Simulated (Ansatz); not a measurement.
# Molecular dynamics of TiN3H6F (part 1 of 2)

- system: TiN3H6F
- method: RHF/def2-SVP (Ansatz 0.2.0)

It belongs to a series of runs on one base structure; here: dynamics from the start.

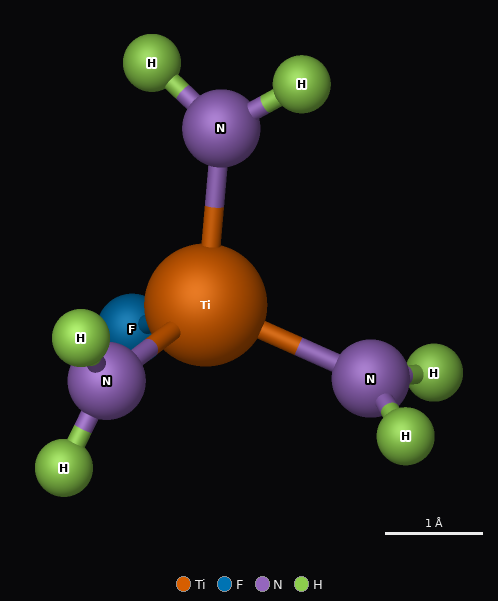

Fig. 1: The structure as given in the input (ball-and-stick view, seen at a tilt). Sticks mark near contacts. Bond lengths as drawn: F–Ti 1.77 Å, H–N 1.00 to 1.01 Å and N–Ti 1.87 Å.

**Input**
```yaml
crystal:
  periodic: [false, false, false]
  atoms:
    - { symbol: Ti, position_ang: [0.022259, -0.01604, -0.029188] }
    - { symbol: F, position_ang: [0.107463, -0.076984, 1.734974] }
    - { symbol: "N", position_ang: [1.737101, -0.024694, -0.767686] }
    - { symbol: H, position_ang: [2.488491, -0.605542, -0.438441] }
    - { symbol: H, position_ang: [2.06759, 0.602589, -1.477796] }
    - { symbol: "N", position_ang: [-0.852335, 1.536812, -0.586176] }
    - { symbol: H, position_ang: [-1.591093, 1.579433, -1.263945] }
    - { symbol: H, position_ang: [-0.705977, 2.441426, -0.172886] }
    - { symbol: "N", position_ang: [-0.910721, -1.492811, -0.689024] }
    - { symbol: H, position_ang: [-1.7479, -1.860382, -0.271364] }
    - { symbol: H, position_ang: [-0.608578, -2.083808, -1.441668] }
basis:
  gaussian: { orbitals: def2-SVP }
hamiltonian:
  xc: hf
md:
  timestep: 0.5
  n_steps: 166
  ensemble: nve
  temperature: 200.0
  initial_velocities: maxwell_boltzmann
  seed: 36415
```

Run on 4 threads of Arm Neoverse V2, 24 GiB of memory available, shared host.

Command:
```bash
ansatz run input.yaml --threads 4 --pin off --max-ram 5120MiB --backend cpu --events-out ev --progress --plain --runs-dir out
```

**The program's output**
```
Engine: ansatz 0.2.0, aarch64-unknown-linux-gnu
Functional definition: HF
  exchange = exact_x
  correlation = 0
1350 factors; integrals over basis functions are off by at most 2.7e-4 eV
mean field evaluation 1: about -30317.1950 eV, gradient 6.8e1 eV
mean field evaluation 2: about -30317.3207 eV, gradient 6.8e1 eV
mean field evaluation 4: about -30327.0605 eV, gradient 7.4e0 eV
mean field evaluation 8: about -30327.2437 eV, gradient 6.2e-1 eV
mean field -30327.24504569 eV, -1114.5056988842 hartree, gradient 8.1e-5 eV, S^2 0.000000; 0 other end points of the search recorded, 0 dependent functions left out
the calculation of the forces begins
reference -30327.24504569 eV, -1114.5056988842 hartree; 29, 29 occupied and 88, 88 virtual orbitals, 1350 factors
md step     0: t =     0.00 fs  T =   200.0 K  F+E_penalty+E_count = -30327.24504569 eV  E_kin = 0.232668 eV  conserved = -30327.01237770 eV  (42 SCF iters)
these checks for a lower state are left out or cut short: starts, cluster_reference, orbital_swaps, neighbouring_geometries, increment
1350 factors; integrals over basis functions are off by at most 2.8e-4 eV
mean field evaluation 16: about -30327.0360 eV, gradient 4.7e-3 eV
mean field -30327.24000319 eV, -1114.5055135758 hartree, gradient 9.2e-6 eV, S^2 0.000000; 0 other end points of the search recorded, 0 dependent functions left out
the calculation of the forces begins
reference -30327.24000319 eV, -1114.5055135758 hartree; 29, 29 occupied and 88, 88 virtual orbitals, 1350 factors
md step     1: t =     0.50 fs  T =   195.7 K  F+E_penalty+E_count = -30327.24000319 eV  E_kin = 0.227722 eV  conserved = -30327.01228147 eV  (43 SCF iters)
[... from here on the SCF iterations and repeated set-up lines of each step are left out, up to the last step ...]
md step     2: t =     1.00 fs  T =   184.2 K  F+E_penalty+E_count = -30327.22630923 eV  E_kin = 0.214278 eV  conserved = -30327.01203140 eV  (44 SCF iters)
md step     3: t =     1.50 fs  T =   168.6 K  F+E_penalty+E_count = -30327.20783311 eV  E_kin = 0.196092 eV  conserved = -30327.01174132 eV  (44 SCF iters)
md step     4: t =     2.00 fs  T =   152.6 K  F+E_penalty+E_count = -30327.18905741 eV  E_kin = 0.177512 eV  conserved = -30327.01154572 eV  (44 SCF iters)
md step     5: t =     2.50 fs  T =   138.8 K  F+E_penalty+E_count = -30327.17303528 eV  E_kin = 0.161517 eV  conserved = -30327.01151841 eV  (44 SCF iters)
md step     6: t =     3.00 fs  T =   127.8 K  F+E_penalty+E_count = -30327.16026039 eV  E_kin = 0.148631 eV  conserved = -30327.01162935 eV  (44 SCF iters)
md step     7: t =     3.50 fs  T =   118.0 K  F+E_penalty+E_count = -30327.14910094 eV  E_kin = 0.137329 eV  conserved = -30327.01177166 eV  (43 SCF iters)
md step     8: t =     4.00 fs  T =   107.9 K  F+E_penalty+E_count = -30327.13741404 eV  E_kin = 0.125581 eV  conserved = -30327.01183345 eV  (44 SCF iters)
md step     9: t =     4.50 fs  T =    96.7 K  F+E_penalty+E_count = -30327.12425959 eV  E_kin = 0.112497 eV  conserved = -30327.01176225 eV  (44 SCF iters)
md step    10: t =     5.00 fs  T =    85.2 K  F+E_penalty+E_count = -30327.11073428 eV  E_kin = 0.099151 eV  conserved = -30327.01158294 eV  (44 SCF iters)
md step    11: t =     5.50 fs  T =    75.8 K  F+E_penalty+E_count = -30327.09960926 eV  E_kin = 0.088233 eV  conserved = -30327.01137669 eV  (43 SCF iters)
md step    12: t =     6.00 fs  T =    71.2 K  F+E_penalty+E_count = -30327.09408734 eV  E_kin = 0.082849 eV  conserved = -30327.01123808 eV  (43 SCF iters)
md step    13: t =     6.50 fs  T =    73.1 K  F+E_penalty+E_count = -30327.09632021 eV  E_kin = 0.085084 eV  conserved = -30327.01123665 eV  (43 SCF iters)
md step    14: t =     7.00 fs  T =    81.6 K  F+E_penalty+E_count = -30327.10631367 eV  E_kin = 0.094924 eV  conserved = -30327.01138942 eV  (43 SCF iters)
md step    15: t =     7.50 fs  T =    94.6 K  F+E_penalty+E_count = -30327.12165944 eV  E_kin = 0.110007 eV  conserved = -30327.01165238 eV  (43 SCF iters)
md step    16: t =     8.00 fs  T =   108.6 K  F+E_penalty+E_count = -30327.13822861 eV  E_kin = 0.126294 eV  conserved = -30327.01193425 eV  (43 SCF iters)
md step    17: t =     8.50 fs  T =   119.9 K  F+E_penalty+E_count = -30327.15160868 eV  E_kin = 0.139479 eV  conserved = -30327.01212935 eV  (42 SCF iters)
md step    18: t =     9.00 fs  T =   126.0 K  F+E_penalty+E_count = -30327.15874440 eV  E_kin = 0.146580 eV  conserved = -30327.01216467 eV  (43 SCF iters)
md step    19: t =     9.50 fs  T =   126.4 K  F+E_penalty+E_count = -30327.15905553 eV  E_kin = 0.147016 eV  conserved = -30327.01203993 eV  (69 SCF iters)
md step    20: t =    10.00 fs  T =   122.6 K  F+E_penalty+E_count = -30327.15442186 eV  E_kin = 0.142586 eV  conserved = -30327.01183628 eV  (43 SCF iters)
md step    21: t =    10.50 fs  T =   117.1 K  F+E_penalty+E_count = -30327.14792935 eV  E_kin = 0.136253 eV  conserved = -30327.01167634 eV  (43 SCF iters)
md step    22: t =    11.00 fs  T =   112.1 K  F+E_penalty+E_count = -30327.14200883 eV  E_kin = 0.130360 eV  conserved = -30327.01164886 eV  (43 SCF iters)
md step    23: t =    11.50 fs  T =   107.7 K  F+E_penalty+E_count = -30327.13708741 eV  E_kin = 0.125335 eV  conserved = -30327.01175275 eV  (43 SCF iters)
md step    24: t =    12.00 fs  T =   102.9 K  F+E_penalty+E_count = -30327.13159935 eV  E_kin = 0.119699 eV  conserved = -30327.01190047 eV  (43 SCF iters)
md step    25: t =    12.50 fs  T =    95.7 K  F+E_penalty+E_count = -30327.12329779 eV  E_kin = 0.111317 eV  conserved = -30327.01198040 eV  (43 SCF iters)
md step    26: t =    13.00 fs  T =    85.1 K  F+E_penalty+E_count = -30327.11095937 eV  E_kin = 0.099036 eV  conserved = -30327.01192369 eV  (43 SCF iters)
md step    27: t =    13.50 fs  T =    72.0 K  F+E_penalty+E_count = -30327.09545606 eV  E_kin = 0.083720 eV  conserved = -30327.01173636 eV  (43 SCF iters)
md step    28: t =    14.00 fs  T =    58.6 K  F+E_penalty+E_count = -30327.07968991 eV  E_kin = 0.068204 eV  conserved = -30327.01148608 eV  (43 SCF iters)
md step    29: t =    14.50 fs  T =    48.4 K  F+E_penalty+E_count = -30327.06755509 eV  E_kin = 0.056288 eV  conserved = -30327.01126676 eV  (43 SCF iters)
md step    30: t =    15.00 fs  T =    44.1 K  F+E_penalty+E_count = -30327.06247493 eV  E_kin = 0.051316 eV  conserved = -30327.01115921 eV  (43 SCF iters)
md step    31: t =    15.50 fs  T =    47.2 K  F+E_penalty+E_count = -30327.06613112 eV  E_kin = 0.054929 eV  conserved = -30327.01120209 eV  (44 SCF iters)
md step    32: t =    16.00 fs  T =    57.1 K  F+E_penalty+E_count = -30327.07785703 eV  E_kin = 0.066480 eV  conserved = -30327.01137720 eV  (44 SCF iters)
md step    33: t =    16.50 fs  T =    71.6 K  F+E_penalty+E_count = -30327.09492217 eV  E_kin = 0.083306 eV  conserved = -30327.01161578 eV  (44 SCF iters)
md step    34: t =    17.00 fs  T =    87.5 K  F+E_penalty+E_count = -30327.11361658 eV  E_kin = 0.101794 eV  conserved = -30327.01182280 eV  (44 SCF iters)
md step    35: t =    17.50 fs  T =   102.1 K  F+E_penalty+E_count = -30327.13073130 eV  E_kin = 0.118814 eV  conserved = -30327.01191766 eV  (44 SCF iters)
md step    36: t =    18.00 fs  T =   114.3 K  F+E_penalty+E_count = -30327.14479397 eV  E_kin = 0.132917 eV  conserved = -30327.01187654 eV  (44 SCF iters)
md step    37: t =    18.50 fs  T =   124.4 K  F+E_penalty+E_count = -30327.15641453 eV  E_kin = 0.144662 eV  conserved = -30327.01175242 eV  (44 SCF iters)
md step    38: t =    19.00 fs  T =   133.9 K  F+E_penalty+E_count = -30327.16745245 eV  E_kin = 0.155799 eV  conserved = -30327.01165297 eV  (44 SCF iters)
md step    39: t =    19.50 fs  T =   144.2 K  F+E_penalty+E_count = -30327.17937843 eV  E_kin = 0.167703 eV  conserved = -30327.01167565 eV  (44 SCF iters)
md step    40: t =    20.00 fs  T =   154.7 K  F+E_penalty+E_count = -30327.19181254 eV  E_kin = 0.179972 eV  conserved = -30327.01184072 eV  (44 SCF iters)
md step    41: t =    20.50 fs  T =   163.5 K  F+E_penalty+E_count = -30327.20222695 eV  E_kin = 0.190152 eV  conserved = -30327.01207450 eV  (44 SCF iters)
md step    42: t =    21.00 fs  T =   167.5 K  F+E_penalty+E_count = -30327.20706113 eV  E_kin = 0.194805 eV  conserved = -30327.01225600 eV  (44 SCF iters)
md step    43: t =    21.50 fs  T =   164.4 K  F+E_penalty+E_count = -30327.20355912 eV  E_kin = 0.191270 eV  conserved = -30327.01228952 eV  (44 SCF iters)
md step    44: t =    22.00 fs  T =   153.9 K  F+E_penalty+E_count = -30327.19124212 eV  E_kin = 0.179090 eV  conserved = -30327.01215253 eV  (44 SCF iters)
md step    45: t =    22.50 fs  T =   137.9 K  F+E_penalty+E_count = -30327.17227830 eV  E_kin = 0.160383 eV  conserved = -30327.01189569 eV  (44 SCF iters)
md step    46: t =    23.00 fs  T =   119.6 K  F+E_penalty+E_count = -30327.15070211 eV  E_kin = 0.139088 eV  conserved = -30327.01161401 eV  (44 SCF iters)
md step    47: t =    23.50 fs  T =   102.8 K  F+E_penalty+E_count = -30327.13094146 eV  E_kin = 0.119538 eV  conserved = -30327.01140389 eV  (44 SCF iters)
md step    48: t =    24.00 fs  T =    90.2 K  F+E_penalty+E_count = -30327.11630539 eV  E_kin = 0.104977 eV  conserved = -30327.01132826 eV  (44 SCF iters)
md step    49: t =    24.50 fs  T =    83.0 K  F+E_penalty+E_count = -30327.10799526 eV  E_kin = 0.096600 eV  conserved = -30327.01139548 eV  (44 SCF iters)
md step    50: t =    25.00 fs  T =    80.3 K  F+E_penalty+E_count = -30327.10498185 eV  E_kin = 0.093426 eV  conserved = -30327.01155615 eV  (44 SCF iters)
md step    51: t =    25.50 fs  T =    80.0 K  F+E_penalty+E_count = -30327.10479072 eV  E_kin = 0.093070 eV  conserved = -30327.01172121 eV  (71 SCF iters)
md step    52: t =    26.00 fs  T =    80.0 K  F+E_penalty+E_count = -30327.10490113 eV  E_kin = 0.093103 eV  conserved = -30327.01179859 eV  (44 SCF iters)
md step    53: t =    26.50 fs  T =    79.5 K  F+E_penalty+E_count = -30327.10416736 eV  E_kin = 0.092428 eV  conserved = -30327.01173977 eV  (45 SCF iters)
md step    54: t =    27.00 fs  T =    79.1 K  F+E_penalty+E_count = -30327.10353974 eV  E_kin = 0.091965 eV  conserved = -30327.01157468 eV  (44 SCF iters)
md step    55: t =    27.50 fs  T =    80.9 K  F+E_penalty+E_count = -30327.10556698 eV  E_kin = 0.094158 eV  conserved = -30327.01140860 eV  (44 SCF iters)
md step    56: t =    28.00 fs  T =    87.2 K  F+E_penalty+E_count = -30327.11276862 eV  E_kin = 0.101402 eV  conserved = -30327.01136624 eV  (44 SCF iters)
md step    57: t =    28.50 fs  T =    98.2 K  F+E_penalty+E_count = -30327.12574079 eV  E_kin = 0.114230 eV  conserved = -30327.01151127 eV  (44 SCF iters)
md step    58: t =    29.00 fs  T =   112.1 K  F+E_penalty+E_count = -30327.14220491 eV  E_kin = 0.130406 eV  conserved = -30327.01179909 eV  (45 SCF iters)
md step    59: t =    29.50 fs  T =   125.2 K  F+E_penalty+E_count = -30327.15769510 eV  E_kin = 0.145593 eV  conserved = -30327.01210211 eV  (44 SCF iters)
md step    60: t =    30.00 fs  T =   133.4 K  F+E_penalty+E_count = -30327.16750230 eV  E_kin = 0.155215 eV  conserved = -30327.01228763 eV  (44 SCF iters)
md step    61: t =    30.50 fs  T =   134.5 K  F+E_penalty+E_count = -30327.16871597 eV  E_kin = 0.156428 eV  conserved = -30327.01228790 eV  (44 SCF iters)
md step    62: t =    31.00 fs  T =   128.2 K  F+E_penalty+E_count = -30327.16129540 eV  E_kin = 0.149174 eV  conserved = -30327.01212181 eV  (44 SCF iters)
md step    63: t =    31.50 fs  T =   116.9 K  F+E_penalty+E_count = -30327.14780887 eV  E_kin = 0.135938 eV  conserved = -30327.01187055 eV  (44 SCF iters)
md step    64: t =    32.00 fs  T =   103.6 K  F+E_penalty+E_count = -30327.13217901 eV  E_kin = 0.120544 eV  conserved = -30327.01163550 eV  (44 SCF iters)
md step    65: t =    32.50 fs  T =    91.6 K  F+E_penalty+E_count = -30327.11809241 eV  E_kin = 0.106594 eV  conserved = -30327.01149801 eV  (44 SCF iters)
md step    66: t =    33.00 fs  T =    82.7 K  F+E_penalty+E_count = -30327.10770921 eV  E_kin = 0.096216 eV  conserved = -30327.01149370 eV  (44 SCF iters)
md step    67: t =    33.50 fs  T =    76.9 K  F+E_penalty+E_count = -30327.10110085 eV  E_kin = 0.089499 eV  conserved = -30327.01160182 eV  (44 SCF iters)
md step    68: t =    34.00 fs  T =    72.9 K  F+E_penalty+E_count = -30327.09658248 eV  E_kin = 0.084830 eV  conserved = -30327.01175297 eV  (44 SCF iters)
md step    69: t =    34.50 fs  T =    68.7 K  F+E_penalty+E_count = -30327.09181401 eV  E_kin = 0.079960 eV  conserved = -30327.01185419 eV  (44 SCF iters)
md step    70: t =    35.00 fs  T =    63.1 K  F+E_penalty+E_count = -30327.08525856 eV  E_kin = 0.073430 eV  conserved = -30327.01182852 eV  (44 SCF iters)
md step    71: t =    35.50 fs  T =    56.5 K  F+E_penalty+E_count = -30327.07736391 eV  E_kin = 0.065706 eV  conserved = -30327.01165826 eV  (44 SCF iters)
md step    72: t =    36.00 fs  T =    51.1 K  F+E_penalty+E_count = -30327.07080295 eV  E_kin = 0.059394 eV  conserved = -30327.01140908 eV  (44 SCF iters)
md step    73: t =    36.50 fs  T =    50.0 K  F+E_penalty+E_count = -30327.06943153 eV  E_kin = 0.058223 eV  conserved = -30327.01120866 eV  (44 SCF iters)
md step    74: t =    37.00 fs  T =    56.0 K  F+E_penalty+E_count = -30327.07631715 eV  E_kin = 0.065138 eV  conserved = -30327.01117902 eV  (44 SCF iters)
md step    75: t =    37.50 fs  T =    69.2 K  F+E_penalty+E_count = -30327.09188840 eV  E_kin = 0.080530 eV  conserved = -30327.01135825 eV  (45 SCF iters)
md step    76: t =    38.00 fs  T =    87.4 K  F+E_penalty+E_count = -30327.11336465 eV  E_kin = 0.101691 eV  conserved = -30327.01167346 eV  (44 SCF iters)
md step    77: t =    38.50 fs  T =   106.5 K  F+E_penalty+E_count = -30327.13586677 eV  E_kin = 0.123880 eV  conserved = -30327.01198627 eV  (44 SCF iters)
md step    78: t =    39.00 fs  T =   122.4 K  F+E_penalty+E_count = -30327.15453161 eV  E_kin = 0.142358 eV  conserved = -30327.01217393 eV  (44 SCF iters)
md step    79: t =    39.50 fs  T =   132.6 K  F+E_penalty+E_count = -30327.16641361 eV  E_kin = 0.154226 eV  conserved = -30327.01218782 eV  (44 SCF iters)
md step    80: t =    40.00 fs  T =   136.9 K  F+E_penalty+E_count = -30327.17126946 eV  E_kin = 0.159209 eV  conserved = -30327.01206093 eV  (44 SCF iters)
md step    81: t =    40.50 fs  T =   136.8 K  F+E_penalty+E_count = -30327.17107205 eV  E_kin = 0.159194 eV  conserved = -30327.01187767 eV  (44 SCF iters)
md step    82: t =    41.00 fs  T =   134.9 K  F+E_penalty+E_count = -30327.16870155 eV  E_kin = 0.156971 eV  conserved = -30327.01173069 eV  (44 SCF iters)
md step    83: t =    41.50 fs  T =   133.1 K  F+E_penalty+E_count = -30327.16648428 eV  E_kin = 0.154799 eV  conserved = -30327.01168485 eV  (44 SCF iters)
md step    84: t =    42.00 fs  T =   131.9 K  F+E_penalty+E_count = -30327.16516238 eV  E_kin = 0.153406 eV  conserved = -30327.01175602 eV  (82 SCF iters)
md step    85: t =    42.50 fs  T =   130.4 K  F+E_penalty+E_count = -30327.16364386 eV  E_kin = 0.151738 eV  conserved = -30327.01190632 eV  (44 SCF iters)
md step    86: t =    43.00 fs  T =   126.8 K  F+E_penalty+E_count = -30327.15960558 eV  E_kin = 0.147548 eV  conserved = -30327.01205719 eV  (44 SCF iters)
md step    87: t =    43.50 fs  T =   119.2 K  F+E_penalty+E_count = -30327.15073934 eV  E_kin = 0.138622 eV  conserved = -30327.01211737 eV  (44 SCF iters)
md step    88: t =    44.00 fs  T =   106.7 K  F+E_penalty+E_count = -30327.13617839 eV  E_kin = 0.124155 eV  conserved = -30327.01202351 eV  (44 SCF iters)
md step    89: t =    44.50 fs  T =    90.8 K  F+E_penalty+E_count = -30327.11746250 eV  E_kin = 0.105683 eV  conserved = -30327.01177955 eV  (44 SCF iters)
md step    90: t =    45.00 fs  T =    74.8 K  F+E_penalty+E_count = -30327.09843895 eV  E_kin = 0.086967 eV  conserved = -30327.01147200 eV  (44 SCF iters)
md step    91: t =    45.50 fs  T =    62.5 K  F+E_penalty+E_count = -30327.08390041 eV  E_kin = 0.072663 eV  conserved = -30327.01123723 eV  (44 SCF iters)
md step    92: t =    46.00 fs  T =    57.0 K  F+E_penalty+E_count = -30327.07748816 eV  E_kin = 0.066302 eV  conserved = -30327.01118660 eV  (44 SCF iters)
md step    93: t =    46.50 fs  T =    59.0 K  F+E_penalty+E_count = -30327.07999490 eV  E_kin = 0.068657 eV  conserved = -30327.01133765 eV  (44 SCF iters)
md step    94: t =    47.00 fs  T =    66.6 K  F+E_penalty+E_count = -30327.08909720 eV  E_kin = 0.077493 eV  conserved = -30327.01160400 eV  (44 SCF iters)
md step    95: t =    47.50 fs  T =    76.3 K  F+E_penalty+E_count = -30327.10066333 eV  E_kin = 0.088810 eV  conserved = -30327.01185316 eV  (44 SCF iters)
md step    96: t =    48.00 fs  T =    84.9 K  F+E_penalty+E_count = -30327.11078379 eV  E_kin = 0.098800 eV  conserved = -30327.01198358 eV  (44 SCF iters)
md step    97: t =    48.50 fs  T =    90.6 K  F+E_penalty+E_count = -30327.11735535 eV  E_kin = 0.105385 eV  conserved = -30327.01197022 eV  (44 SCF iters)
md step    98: t =    49.00 fs  T =    93.4 K  F+E_penalty+E_count = -30327.12051188 eV  E_kin = 0.108653 eV  conserved = -30327.01185846 eV  (44 SCF iters)
md step    99: t =    49.50 fs  T =    94.7 K  F+E_penalty+E_count = -30327.12194689 eV  E_kin = 0.110218 eV  conserved = -30327.01172905 eV  (44 SCF iters)
md step   100: t =    50.00 fs  T =    96.3 K  F+E_penalty+E_count = -30327.12365915 eV  E_kin = 0.112001 eV  conserved = -30327.01165780 eV  (44 SCF iters)
md step   101: t =    50.50 fs  T =    98.9 K  F+E_penalty+E_count = -30327.12675448 eV  E_kin = 0.115067 eV  conserved = -30327.01168709 eV  (44 SCF iters)
md step   102: t =    51.00 fs  T =   102.3 K  F+E_penalty+E_count = -30327.13076866 eV  E_kin = 0.118956 eV  conserved = -30327.01181271 eV  (43 SCF iters)
md step   103: t =    51.50 fs  T =   104.6 K  F+E_penalty+E_count = -30327.13372519 eV  E_kin = 0.121738 eV  conserved = -30327.01198698 eV  (44 SCF iters)
md step   104: t =    52.00 fs  T =   103.8 K  F+E_penalty+E_count = -30327.13288892 eV  E_kin = 0.120755 eV  conserved = -30327.01213405 eV  (44 SCF iters)
md step   105: t =    52.50 fs  T =    97.8 K  F+E_penalty+E_count = -30327.12596202 eV  E_kin = 0.113784 eV  conserved = -30327.01217760 eV  (44 SCF iters)
md step   106: t =    53.00 fs  T =    86.1 K  F+E_penalty+E_count = -30327.11228185 eV  E_kin = 0.100208 eV  conserved = -30327.01207353 eV  (43 SCF iters)
md step   107: t =    53.50 fs  T =    70.2 K  F+E_penalty+E_count = -30327.09348839 eV  E_kin = 0.081649 eV  conserved = -30327.01183986 eV  (43 SCF iters)
md step   108: t =    54.00 fs  T =    53.0 K  F+E_penalty+E_count = -30327.07322184 eV  E_kin = 0.061662 eV  conserved = -30327.01156026 eV  (43 SCF iters)
md step   109: t =    54.50 fs  T =    38.2 K  F+E_penalty+E_count = -30327.05581991 eV  E_kin = 0.044472 eV  conserved = -30327.01134805 eV  (43 SCF iters)
md step   110: t =    55.00 fs  T =    28.6 K  F+E_penalty+E_count = -30327.04457949 eV  E_kin = 0.033296 eV  conserved = -30327.01128364 eV  (43 SCF iters)
md step   111: t =    55.50 fs  T =    25.1 K  F+E_penalty+E_count = -30327.04052705 eV  E_kin = 0.029159 eV  conserved = -30327.01136773 eV  (43 SCF iters)
md step   112: t =    56.00 fs  T =    26.5 K  F+E_penalty+E_count = -30327.04239699 eV  E_kin = 0.030871 eV  conserved = -30327.01152593 eV  (43 SCF iters)
md step   113: t =    56.50 fs  T =    31.0 K  F+E_penalty+E_count = -30327.04774855 eV  E_kin = 0.036087 eV  conserved = -30327.01166111 eV  (43 SCF iters)
md step   114: t =    57.00 fs  T =    36.7 K  F+E_penalty+E_count = -30327.05445501 eV  E_kin = 0.042745 eV  conserved = -30327.01170963 eV  (43 SCF iters)
md step   115: t =    57.50 fs  T =    43.0 K  F+E_penalty+E_count = -30327.06170583 eV  E_kin = 0.050039 eV  conserved = -30327.01166723 eV  (43 SCF iters)
md step   116: t =    58.00 fs  T =    50.3 K  F+E_penalty+E_count = -30327.07010437 eV  E_kin = 0.058526 eV  conserved = -30327.01157860 eV  (42 SCF iters)
md step   117: t =    58.50 fs  T =    59.7 K  F+E_penalty+E_count = -30327.08099517 eV  E_kin = 0.069488 eV  conserved = -30327.01150766 eV  (43 SCF iters)
md step   118: t =    59.00 fs  T =    72.2 K  F+E_penalty+E_count = -30327.09546987 eV  E_kin = 0.083962 eV  conserved = -30327.01150747 eV  (43 SCF iters)
md step   119: t =    59.50 fs  T =    87.6 K  F+E_penalty+E_count = -30327.11352667 eV  E_kin = 0.101926 eV  conserved = -30327.01160039 eV  (43 SCF iters)
```
